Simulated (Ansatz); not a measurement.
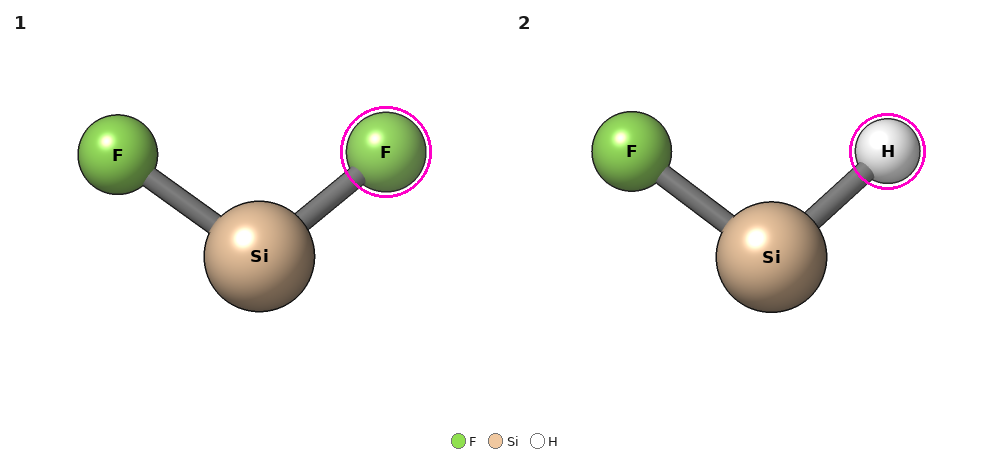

2 molecules with one skeleton, seen from the same side and at one scale; the atom that differs is circled. Charge 0, singlet. Computed geometries: PBE0-D4/def2-TZVP optimisations, one conformation each. Properties computed with Ansatz 0.2.0.

One atom differs, called X below: F in panel 1, H in panel 2. Their formulas are SiF2 (`F[Si]F`), FHSi (`F[SiH]`).

**In which is the dipole moment larger (B3LYP-D4/def2-TZVPP)?**

In panel 1 (X = F).

**In which is the angle X–Si–F larger (PBE0-D4/def2-TZVP)?**

In panel 1 (X = F).

Give the values. With PBE0-D4/def2-TZVP: length of X–Si (Å), angle X–Si–F (°). With PBE0-D4/def2-TZVPP: HOMO energy (Kohn–Sham orbital) (eV), HOMO–LUMO gap (eV), vertical ionisation energy (eV). With B3LYP-D4/def2-TZVPP: dipole moment (D).

```tsv
quantity	1 (F)	2 (H)	2 − 1
length of X–Si (Å)	1.601	1.540	−0.061
angle X–Si–F (°)	100.6	96.3	−4.3
HOMO energy (Kohn–Sham orbital) (eV)	−8.30	−6.97	+1.33
HOMO–LUMO gap (eV)	6.18	4.32	−1.86
vertical ionisation energy (eV)	10.97	9.54	−1.43
dipole moment (D)	1.17	1.00	−0.17
```
